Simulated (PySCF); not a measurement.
**C₁₄H₈: NMR shifts at several levels of theory, part 1 of 2**

How much do the NMR shifts of C₁₄H₈ (`C#Cc1ccc2cc(C#C)ccc2c1`) depend on the level of theory, and what does each level cost?

The runs use PySCF 2.14.0, with density-fitted response routines of our own; the level of theory stands in each step. All values are computed, except where a source is named. Atoms count from 0, in the outputs and in this text.

## (1) Starting geometry

22 atoms, charge 0, multiplicity 1; geometry from: GFN2-xTB.

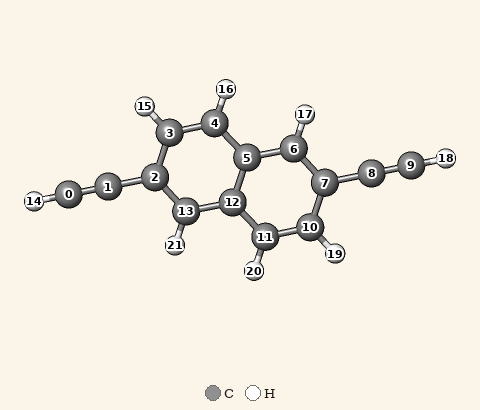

The starting geometry (carbon grey, hydrogen white), atoms numbered.

## (2) Optimising the geometry at PBE0-D3(BJ)/def2-SVP

What the job is given:

```
{"job": {"xc": "PBE0", "basis": "def2-SVP", "d3": "d3bj", "grid": 1, "kind": "geom"}, "charge": 0, "multiplicity": 1}
C      5.027760     0.013420    -0.865910
C      3.865400    -0.103890    -0.588930
C      2.494190    -0.242880    -0.267270
C      2.065270    -1.350950     0.499600
C      0.747100    -1.500210     0.814170
C     -0.214040    -0.557120     0.386050
C     -1.577850    -0.690200     0.699410
C     -2.493740     0.244560     0.269960
C     -3.865730     0.102680     0.586990
C     -5.029850    -0.021160     0.853530
C     -2.064430     1.354070    -0.494620
C     -0.746560     1.502200    -0.811000
C      0.214410     0.558500    -0.383840
C      1.578210     0.691520    -0.697310
H      6.043330     0.117780    -1.107500
H      2.800070    -2.071660     0.828010
H      0.416290    -2.347000     1.399010
H     -1.906650    -1.538510     1.283320
H     -6.046580    -0.129830     1.088220
H     -2.798800     2.076370    -0.820480
H     -0.415870     2.348570    -1.396500
H      1.906520     1.538050    -1.284060
```

What it wrote:

```text
step   0  E = -537.17709625  max force = 0.020388
step   1  E = -537.18021640  max force = 0.002788
step   2  E = -537.18022419  max force = 0.002997
step   3  E = -537.18037745  max force = 0.000932
step   4  E = -537.18036390  max force = 0.001667
step   5  E = -537.18038128  max force = 0.000707
step   6  E = -537.18038475  max force = 0.000183
optimisation converged
```

It took 3.7 min on 8 threads of Arm Neoverse N1, shared host.

The steps of the relaxation:

```
step  energy from step 0 (eV)  largest force component (eV/Å)
   0                   0.0000                          1.0484
   1                  -0.0849                          0.1434
   2                  -0.0851                          0.1541
   3                  -0.0893                          0.0479
   4                  -0.0889                          0.0857
   5                  -0.0894                          0.0364
   6                  -0.0895                          0.0094
```

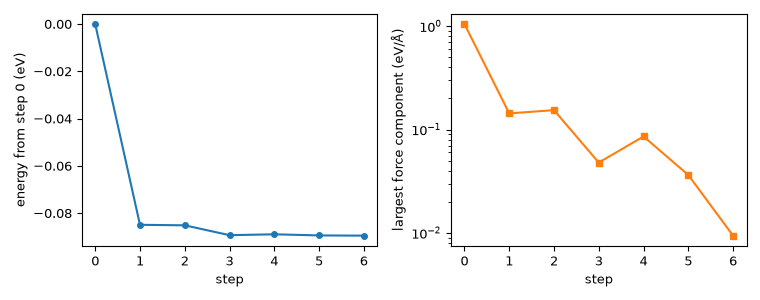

Energy and largest force along the relaxation.

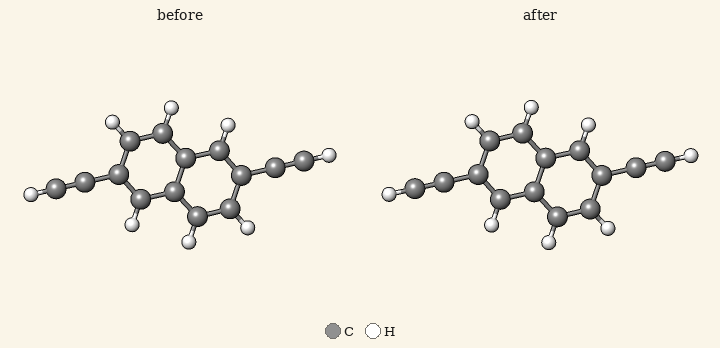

Before and after, at one scale.

Close pairs (by a distance rule), those that changed most:

```
   bond  before (Å)  after (Å)  change (Å)
 C9–H18       1.049      1.074      +0.025
 C0–H14       1.049      1.074      +0.025
  C0–C1       1.201      1.214      +0.013
  C8–C9       1.201      1.213      +0.013
  C1–C2       1.415      1.428      +0.013
  C7–C8       1.415      1.428      +0.013
 C4–H16       1.081      1.093      +0.012
C11–H20       1.081      1.093      +0.012
```

The end geometry stands in the next job.

```
                         at the end point                value
  point group (found at 0.08 Å tolerance)                  C2h
rotational constants (GHz, main isotopes)  2.629, 0.350, 0.309
                        dipole moment (D)                 0.00
```

## (3) NMR shieldings: PBE0/pcSseg-1

What the job is given:

```
{"job": {"kind": "nmr", "xc": "PBE0", "basis": "pcSseg-1", "pop": false}, "charge": 0, "multiplicity": 1}
C      5.077599     0.004507    -0.860163
C      3.899614    -0.106777    -0.590794
C      2.515252    -0.246251    -0.269863
C      2.073194    -1.360753     0.501806
C      0.747346    -1.508874     0.817458
C     -0.217688    -0.560144     0.386541
C     -1.589331    -0.691606     0.699589
C     -2.515317     0.246059     0.269185
C     -3.899626     0.106049     0.590045
C     -5.077800    -0.006202     0.858151
C     -2.073697     1.360784    -0.502400
C     -0.747702     1.508342    -0.817663
C      0.217904     0.560016    -0.387132
C      1.589502     0.691608    -0.700320
H      6.120140     0.104847    -1.099104
H      2.809841    -2.093370     0.835984
H      0.416109    -2.365862     1.409164
H     -1.922965    -1.547044     1.290721
H     -6.120333    -0.106807     1.097023
H     -2.810297     2.093446    -0.836582
H     -0.416504     2.365347    -1.409308
H      1.923209     1.546995    -1.291485
```

With the program's defaults for keys left out, this is: GIAO PBE0/pcSseg-1 NMR shielding, non-relativistic, gas phase.

What it wrote:

```text
coarse grid: 20168 points
cycle   1  E = -537.3239202069  dE =  2.615e+00  |g| = 4.521e-01  |ddm| = 5.298e+00
cycle   2  E = -537.3470908609  dE = -2.317e-02  |g| = 3.604e-01  |ddm| = 1.294e+00
cycle   3  E = -537.3800423282  dE = -3.295e-02  |g| = 6.105e-02  |ddm| = 4.442e-01
cycle   4  E = -537.3801797807  dE = -1.375e-04  |g| = 5.589e-02  |ddm| = 1.040e-01
cycle   5  E = -537.3809514324  dE = -7.717e-04  |g| = 1.336e-02  |ddm| = 5.510e-02
cycle   6  E = -537.3809909288  dE = -3.950e-05  |g| = 3.506e-03  |ddm| = 1.235e-02
cycle   7  E = -537.3809939325  dE = -3.004e-06  |g| = 1.140e-03  |ddm| = 3.933e-03
final grid: 199888 points
cycle   8  E = -537.4682466793  dE = -5.386e-05  |g| = 6.797e-03  |ddm| = 1.111e-01
cycle   9  E = -537.4682491612  dE = -2.482e-06  |g| = 6.254e-03  |ddm| = 1.950e-02
cycle  10  E = -537.4682594739  dE = -1.031e-05  |g| = 1.273e-03  |ddm| = 9.043e-03
cycle  11  E = -537.4682598304  dE = -3.565e-07  |g| = 4.739e-04  |ddm| = 1.377e-03
cycle  12  E = -537.4682598798  dE = -4.943e-08  |g| = 1.650e-04  |ddm| = 4.819e-04
cycle  13  E = -537.4682598864  dE = -6.557e-09  |g| = 2.664e-05  |ddm| = 1.568e-04
cycle  14  E = -537.4682598865  dE = -1.198e-10  |g| = 1.366e-05  |ddm| = 4.148e-05
converged SCF energy = -537.4682598865

GIAO shielding tensors (ppm)
atom      isotropic    diamagn.    paramagn.     s11        s22        s33       span
  0 C       96.142     258.691    -162.549     35.676     46.222    206.529    170.853
  1 C       97.033     243.033    -146.000    -10.599      3.171    298.528    309.127
  2 C       58.923     258.219    -199.296    -40.109     49.339    167.540    207.649
  3 C       47.949     248.535    -200.585    -56.171     35.745    164.274    220.445
  4 C       51.333     249.189    -197.856    -49.723     43.583    160.138    209.861
  5 C       48.952     253.962    -205.009    -24.648    -19.645    191.150    215.798
  6 C       44.750     247.172    -202.421    -55.530     37.124    152.657    208.187
  7 C       58.920     258.221    -199.301    -40.100     49.305    167.554    207.654
  8 C       97.029     243.034    -146.004    -10.611      3.168    298.531    309.141
  9 C       96.144     258.692    -162.548     35.685     46.224    206.522    170.837
 10 C       47.963     248.551    -200.588    -56.191     35.816    164.264    220.454
 11 C       51.343     249.182    -197.839    -49.663     43.524    160.167    209.830
 12 C       48.976     253.946    -204.970    -24.590    -19.617    191.135    215.725
 13 C       44.753     247.172    -202.419    -55.525     37.087    152.696    208.221
 14 H       27.929      32.047      -4.118     23.456     24.460     35.871     12.415
 15 H       23.512      29.286      -5.773     19.003     23.732     27.801      8.799
 16 H       23.424      30.992      -7.568     18.436     23.898     27.938      9.502
 17 H       23.130      31.265      -8.135     18.020     22.507     28.862     10.842
 18 H       27.929      32.048      -4.119     23.456     24.460     35.871     12.414
 19 H       23.509      29.291      -5.782     19.004     23.727     27.797      8.793
 20 H       23.428      30.990      -7.563     18.434     23.906     27.943      9.510
 21 H       23.129      31.262      -8.133     18.023     22.507     28.857     10.835
```

Run time: 90 s. Hardware: 8 threads of Arm Neoverse N1, shared host.

Shifts follow as δ = σ(reference) − σ, with reference shieldings (ppm) from runs at the same level and on the same kind of geometry: 1H TMS 31.27, 13C TMS 184.4. The references are single molecules in the gas phase. Atoms listed in one row are averaged.

```
   atoms                           environment  σ (ppm)  δ (ppm)  δ scaled to CDCl3
 C6, C13                           aromatic CH     44.8    139.7              135.1
 C3, C10                           aromatic CH     48.0    136.5              132.0
 C5, C12           ring-fusion aromatic carbon     49.0    135.4              131.0
 C4, C11                           aromatic CH     51.3    133.1              128.7
  C2, C7           substituted aromatic carbon     58.9    125.5              121.3
  C0, C9                terminal alkyne carbon     96.1     88.3               85.2
  C1, C8                         alkyne carbon     97.0     87.4               84.3
H17, H21            hydrogen on an aromatic CH    23.13     8.14               7.93
H16, H20            hydrogen on an aromatic CH    23.43     7.84               7.65
H15, H19            hydrogen on an aromatic CH    23.51     7.76               7.57
H14, H18  hydrogen on a terminal alkyne carbon    27.93     3.34               3.38
```

The scaled column applies a straight-line fit of computed shieldings to shifts measured in CDCl3 (root-mean-square error 0.21 ppm for H, 2.0 ppm for C).

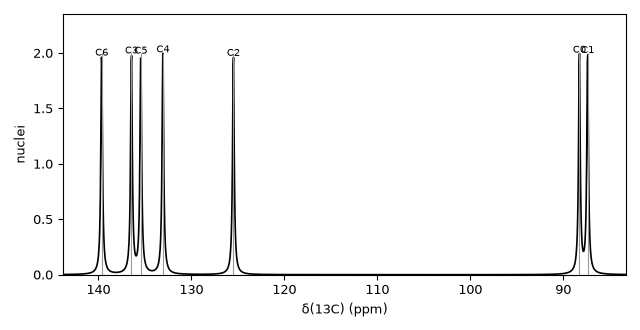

13C lines at the computed shifts, without couplings. Lines are broadened to a width of 0.21 ppm (Lorentzian).

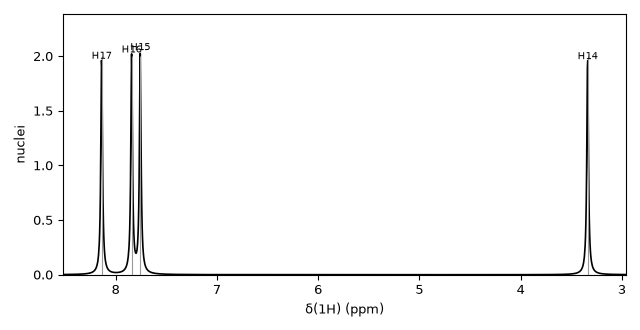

1H lines at the computed shifts, without couplings. Lines are broadened to a width of 0.02 ppm (Lorentzian).

Ring of atoms C2, C3, C4, C5, C12, C13: NICS(0) -8.7, NICS(1) -11.2, NICS(1)zz -26.6 ppm (means of both faces).

Ring of atoms C5, C6, C7, C10, C11, C12: NICS(0) -8.7, NICS(1) -11.2, NICS(1)zz -26.6 ppm (means of both faces).

## (4) NMR shieldings: PBE/pcSseg-1

The job, as its differences from that of step 3:

```diff
@@ -1,2 +1,2 @@
-{"job": {"kind": "nmr", "xc": "PBE0", "basis": "pcSseg-1", "pop": false}, "charge": 0, "multiplicity": 1}
+{"job": {"kind": "nmr", "xc": "PBE", "basis": "pcSseg-1", "pop": false}, "charge": 0, "multiplicity": 1}
 C      5.077599     0.004507    -0.860163
```

With the program's defaults for keys left out, this is: GIAO PBE/pcSseg-1 NMR shielding, non-relativistic, gas phase.

What it wrote:

```text
coarse grid: 20168 points
cycle   1  E = -537.1986432012  dE =  2.065e+00  |g| = 6.580e-01  |ddm| = 5.430e+00
cycle   2  E = -537.1656589823  dE =  3.298e-02  |g| = 7.428e-01  |ddm| = 1.894e+00
cycle   3  E = -537.3173780752  dE = -1.517e-01  |g| = 1.115e-01  |ddm| = 1.128e+00
cycle   4  E = -537.3191973031  dE = -1.819e-03  |g| = 7.730e-02  |ddm| = 1.983e-01
cycle   5  E = -537.3207001408  dE = -1.503e-03  |g| = 2.718e-02  |ddm| = 7.835e-02
cycle   6  E = -537.3208736842  dE = -1.735e-04  |g| = 9.115e-03  |ddm| = 3.002e-02
cycle   7  E = -537.3208907391  dE = -1.705e-05  |g| = 4.329e-03  |ddm| = 1.123e-02
cycle   8  E = -537.3208956037  dE = -4.865e-06  |g| = 7.518e-04  |ddm| = 4.793e-03
final grid: 199888 points
cycle   9  E = -537.4410225551  dE = -6.645e-05  |g| = 1.277e-02  |ddm| = 1.497e-01
cycle  10  E = -537.4409814040  dE =  4.115e-05  |g| = 1.731e-02  |ddm| = 4.714e-02
cycle  11  E = -537.4410578218  dE = -7.642e-05  |g| = 6.396e-03  |ddm| = 3.111e-02
cycle  12  E = -537.4410696305  dE = -1.181e-05  |g| = 1.268e-03  |ddm| = 6.800e-03
cycle  13  E = -537.4410699372  dE = -3.067e-07  |g| = 5.781e-04  |ddm| = 1.494e-03
cycle  14  E = -537.4410700161  dE = -7.889e-08  |g| = 1.787e-04  |ddm| = 6.012e-04
cycle  15  E = -537.4410700242  dE = -8.097e-09  |g| = 3.175e-05  |ddm| = 2.001e-04
cycle  16  E = -537.4410700244  dE = -2.046e-10  |g| = 1.497e-05  |ddm| = 3.999e-05
converged SCF energy = -537.4410700244

GIAO shielding tensors (ppm)
atom      isotropic    diamagn.    paramagn.     s11        s22        s33       span
  0 C       94.064     257.442    -163.378     35.916     45.217    201.060    165.145
  1 C       90.549     242.224    -151.675    -15.220     -0.894    287.762    302.982
  2 C       56.865     258.734    -201.869    -34.744     44.702    160.636    195.380
  3 C       45.933     247.529    -201.596    -53.993     33.777    158.015    212.008
  4 C       49.050     248.693    -199.643    -47.325     41.137    153.339    200.665
  5 C       47.028     253.086    -206.058    -25.226    -18.646    184.958    210.184
  6 C       42.932     246.996    -204.064    -52.432     35.276    145.952    198.383
  7 C       56.864     258.736    -201.872    -34.732     44.672    160.652    195.385
  8 C       90.545     242.225    -151.680    -15.232     -0.898    287.764    302.996
  9 C       94.066     257.444    -163.378     35.925     45.220    201.053    165.128
 10 C       45.945     247.546    -201.600    -54.015     33.847    158.004    212.019
 11 C       49.061     248.685    -199.624    -47.266     41.079    153.370    200.636
 12 C       47.049     253.070    -206.021    -25.167    -18.629    184.941    210.107
 13 C       42.937     246.998    -204.061    -52.423     35.241    145.992    198.415
 14 H       27.966      32.475      -4.509     23.775     24.719     35.403     11.629
 15 H       23.596      29.330      -5.735     19.405     23.559     27.824      8.419
 16 H       23.542      31.154      -7.612     18.930     23.756     27.939      9.008
 17 H       23.265      31.616      -8.351     18.564     22.445     28.787     10.223
 18 H       27.966      32.476      -4.510     23.775     24.719     35.403     11.628
 19 H       23.594      29.336      -5.743     19.407     23.554     27.820      8.414
 20 H       23.545      31.151      -7.606     18.928     23.764     27.944      9.016
 21 H       23.265      31.614      -8.349     18.567     22.445     28.783     10.216
```

Wall time 60 s (8 threads of Arm Neoverse N1, shared host).

In short: δ C6 137.1, C3 134.1, C5 133.0, C4 131.0, H17 7.93, H16 7.65 ppm (means over like atoms).

(Continued in part 2 of 2.)
